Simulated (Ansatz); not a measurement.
```yaml
atoms:
  - { symbol: C, position_ang: [0.7336, -1.7078, 0.6818] }
  - { symbol: C, position_ang: [0.2908, -0.6707, 0.2612] }
  - { symbol: Si, position_ang: [-0.3686, 0.8743, -0.3649] }
  - { symbol: F, position_ang: [-1.7365, 0.6396, -1.0986] }
  - { symbol: F, position_ang: [0.6266, 1.5318, -1.3856] }
  - { symbol: F, position_ang: [-0.6106, 1.8918, 0.8058] }
  - { symbol: H, position_ang: [1.1260, -2.6270, 1.0545] }
```

Geometry: PBE0-D4/def2-TZVP.

These are results of RKS PBE0-D4/def2-TZVPP (Ansatz), not measurements.

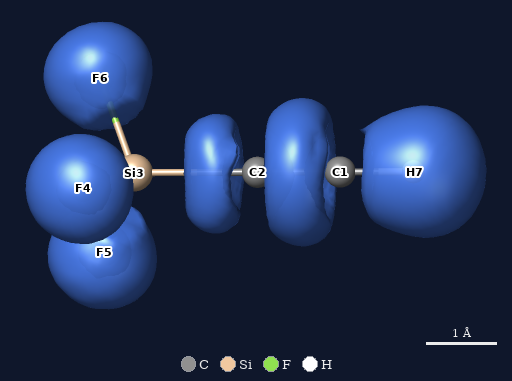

C$_{2}$HF$_{3}$Si (SMILES C#C[Si](F)(F)F). Isosurface of the ELF at 0.75 (blue), seen at a tilt. Only the valence region is drawn (cores and ρ < 0.01 e/Å³ removed).

**Identify the bonds, lone pairs and shells in this picture.**

At this value the surface marks out one region between bonded C–C atoms (shared pairs), one region between bonded C–Si atoms (shared pairs), one region around a hydrogen nucleus and three regions wrapped around F (its lone pairs, merged into a ring or cap). Profiles from the grid: C–C (1.20 Å): the ELF peaks at about 0.85 between the atoms (a short, multiple covalent bond). Si–F (1.57 Å): the ELF peaks at about 0.85 in the valence shell of F, 0.6 Å from its nucleus, and is about 0.55 at the midpoint.
